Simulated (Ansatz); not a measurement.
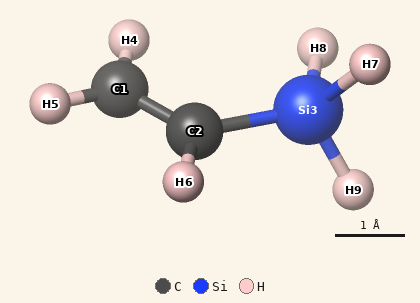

**Figure 1.** The input geometry of run A (ball-and-stick view, seen at a tilt; atoms are numbered from 1 in the order of the input).

## What a change does: single-point calculation on C₂H₆Si

System: C₂H₆Si, SMILES C=C[SiH3].
Method of run A: RKS wB97M-V/def2-TZVPP (Ansatz 0.2.0).

The geometry: displaced from a GFN2-xTB structure. Text and figures count atoms from 1; the logs count them from 0 in places.

## Input, run A
```yaml
crystal:
  periodic: [false, false, false]
  atoms:
    - {symbol: C, position_ang: [-0.734700, 0.828900, -1.101700]}
    - {symbol: C, position_ang: [-0.076700, 0.678200, 0.108600]}
    - {symbol: Si, position_ang: [0.549900, -0.841300, 0.677600]}
    - {symbol: H, position_ang: [-0.790400, 0.082500, -1.732700]}
    - {symbol: H, position_ang: [-0.980700, 1.903400, -1.392600]}
    - {symbol: H, position_ang: [0.150900, 1.631600, 0.792800]}
    - {symbol: H, position_ang: [2.078300, -0.942300, 0.836700]}
    - {symbol: H, position_ang: [0.282800, -1.925300, -0.179500]}
    - {symbol: H, position_ang: [-0.013100, -1.212500, 1.896900]}
basis:
  gaussian: {orbitals: def2-TZVPP}
hamiltonian: {xc: {name: wB97M-V}}
output: {forces: true}
```

Hardware: 4 CPU threads, shared host.

## Output (run A)
```
Functional definition: wB97M-V
  parameter omega = 0.3/bohr
  parameter cx = 0.15
  parameter cx01 = 1.007
  parameter cx10 = 0.259
  parameter css00 = 0.443
  parameter css04 = -1.437
  parameter css10 = -4.535
  parameter css20 = -3.390
  parameter css43 = 4.278
  parameter cos00 = 1.000
  parameter cos10 = 1.358
  parameter cos20 = 2.924
  parameter cos21 = -8.812
  parameter cos60 = -1.390
  parameter cos61 = 9.142
  parameter b = 6.0
  parameter c = 0.01
  gx(w, u) = 1 - cx + cx01*u + cx10*w
  gss(w, u) = css00 + css04*u^4 + css10*w + css20*w^2 + css43*w^4*u^3
  gos(w, u) = cos00 + cos10*w + (cos20 + cos21*u)*w^2 + (cos60 + cos61*u)*w^6
  exchange = spin_sum(e_x_unif_sr(omega)*gx(b97_w, b97_u_x)) + cx*exact_x_sr(omega) + exact_x_lr(omega)
  correlation = spin_sum(e_c_pw_mod_same_spin*gss(b97_w, b97_u_same))
      + integral(e_c_pw_mod_opposite_spin*gos(b97_w_opposite, b97_u_opposite)) + vv10(b, c)
1005 factors; their error is unknown
256 factors; integrals over basis functions are off by at most 1.3e-5 eV
mean field evaluation 1: about -10044.0305 eV, gradient 3.3e1 eV
mean field evaluation 2: about -10045.3342 eV, gradient 2.3e1 eV
mean field evaluation 4: about -10046.6560 eV, gradient 5.0e-1 eV
mean field evaluation 8: about -10046.6622 eV, gradient 3.8e-1 eV
mean field evaluation 16: about -10046.6624 eV, gradient 6.1e-5 eV
mean field -10046.66240562 eV, -369.2080335341 hartree, gradient 6.1e-5 eV, S^2 0.000000; 0 other end points of the search recorded, 0 dependent functions left out
the calculation of the forces begins
reference -10046.66245489 eV, -369.2080353448 hartree; 16, 16 occupied and 172, 172 virtual orbitals, 1005 factors
Total energy: -10046.66245489 eV, -369.2080353448 hartree
Atom 0 at    -0.734700     0.828900    -1.101700 Å, force     2.168713     5.670032     5.488590 eV/Å
Atom 1 at    -0.076700     0.678200     0.108600 Å, force    -1.445129     4.479838    -1.756267 eV/Å
Atom 2 at     0.549900    -0.841300     0.677600 Å, force     2.906584    -1.789637     0.470402 eV/Å
Atom 3 at    -0.790400     0.082500    -1.732700 Å, force    -0.721858    -3.649461    -3.157221 eV/Å
Atom 4 at    -0.980700     1.903400    -1.392600 Å, force    -0.037904    -1.817102     0.089821 eV/Å
Atom 5 at     0.150900     1.631600     0.792800 Å, force    -0.818604    -2.001287    -1.714531 eV/Å
Atom 6 at     2.078300    -0.942300     0.836700 Å, force    -0.846203     0.450053    -0.006859 eV/Å
Atom 7 at     0.282800    -1.925300    -0.179500 Å, force    -0.502921    -1.018721    -1.218122 eV/Å
Atom 8 at    -0.013100    -1.212500     1.896900 Å, force    -0.702679    -0.323714     1.804187 eV/Å
Dipole moment:    -0.100862     0.219484    -0.130926 e Å
```

For run B the input was changed thus:
```diff
-hamiltonian: {xc: {name: wB97M-V}}
+correlation: {method: ccsd_t}
```

How does run B compare with run A?

The total energies belong to different methods, so their difference says nothing on which is more stable or more accurate. The largest force goes from 8.184 to 7.724 eV/Å. The dipole moment goes from 1.32 to 1.27 D.

## Output (run B)
```
Functional definition: HF
  exchange = exact_x
  correlation = 0
1072 factors; integrals over basis functions are off by at most 1.1e-3 eV
mean field evaluation 1: about -10015.2506 eV, gradient 2.5e1 eV
mean field evaluation 2: about -10015.2554 eV, gradient 2.5e1 eV
mean field evaluation 4: about -10017.4033 eV, gradient 2.9e0 eV
mean field evaluation 8: about -10017.4385 eV, gradient 1.6e-1 eV
mean field evaluation 16: about -10017.4344 eV, gradient 3.1e-1 eV
mean field -10017.43855783 eV, -368.1340769366 hartree, gradient 3.0e-6 eV, S^2 0.000000; 0 other end points of the search recorded, 0 dependent functions left out; unrestricted orbitals would lower it
7 core orbitals not correlated: weight in the atoms' cores, before any rotation towards them, 1.000 or more for the frozen orbitals, at most 0.000 for the correlated occupied ones
reference -10017.43855783 eV, -368.1340769366 hartree; 9, 9 occupied and 172, 172 virtual orbitals, 1072 factors
second order -12.54248562 eV of doubles, -0.00000000 eV of singles
cycle   1  -13.19929149 eV  change   -6.6e-1 eV  update   8.4e-2
cycle   2  -13.61780854 eV  change   -4.2e-1 eV  update   2.8e-2
cycle   3  -13.68632858 eV  change   -6.9e-2 eV  update   1.2e-2
cycle   4  -13.68346308 eV  change    2.9e-3 eV  update   3.6e-3
cycle   5  -13.68396705 eV  change   -5.0e-4 eV  update   1.2e-3
cycle   6  -13.68399662 eV  change   -3.0e-5 eV  update   3.2e-4
cycle   7  -13.68398379 eV  change    1.3e-5 eV  update   1.2e-4
cycle   8  -13.68401887 eV  change   -3.5e-5 eV  update   4.4e-5
cycle   9  -13.68401290 eV  change    6.0e-6 eV  update   1.3e-5
cycle  10  -13.68400613 eV  change    6.8e-6 eV  update   5.4e-6
perturbative correction -0.57657333 eV, -0.0211886790 hartree
the calculation of the forces begins
Total energy: -10031.69913728 eV, -368.6581435653 hartree
Atom 0 at    -0.734700     0.828900    -1.101700 Å, force     1.711840     5.804289     4.799313 eV/Å
Atom 1 at    -0.076700     0.678200     0.108600 Å, force    -1.091605     4.496601    -1.086874 eV/Å
Atom 2 at     0.549900    -0.841300     0.677600 Å, force     2.995625    -1.914048     0.541275 eV/Å
Atom 3 at    -0.790400     0.082500    -1.732700 Å, force    -0.714322    -3.699032    -3.226339 eV/Å
Atom 4 at    -0.980700     1.903400    -1.392600 Å, force    -0.045649    -1.766053     0.044485 eV/Å
Atom 5 at     0.150900     1.631600     0.792800 Å, force    -0.810251    -1.943763    -1.680237 eV/Å
Atom 6 at     2.078300    -0.942300     0.836700 Å, force    -0.782310     0.449417     0.000562 eV/Å
Atom 7 at     0.282800    -1.925300    -0.179500 Å, force    -0.525050    -1.079683    -1.276004 eV/Å
Atom 8 at    -0.013100    -1.212500     1.896900 Å, force    -0.738278    -0.347728     1.883819 eV/Å
Dipole moment:    -0.095200     0.213467    -0.124925 e Å
```

## The two runs side by side

| quantity | run A | run B |
| --- | --- | --- |
| outcome | converged | converged |
| total energy (hartree) | −369.208035 | −368.658144 |
| dipole moment (D) | 1.32 | 1.27 |
| largest force (eV/Å) | 8.184 | 7.724 |
| basis functions | 188 | 188 |
| wall time (shared host) | 3.7 s | 75 s |
